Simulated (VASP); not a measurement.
Band structure of TiS (space group R3m). All values below come from PBE GGA, VASP's PBE PAW potentials (set 64) (plane waves; VASP).

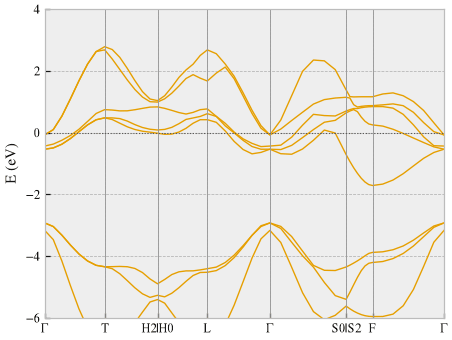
*Bands along high-symmetry lines, zero at the valence-band maximum or, without a gap, the Fermi level*

**Question.** Read the plot: is there a gap, and where are the band edges?

**Answer.** It has no gap at this level: it comes out as a metal or semimetal.

The structure was generated: TiS was put into an ordered model structure, which need not be its known phase. The cell was not relaxed at this level. VASP warned that the highest band is occupied, so more bands are needed.
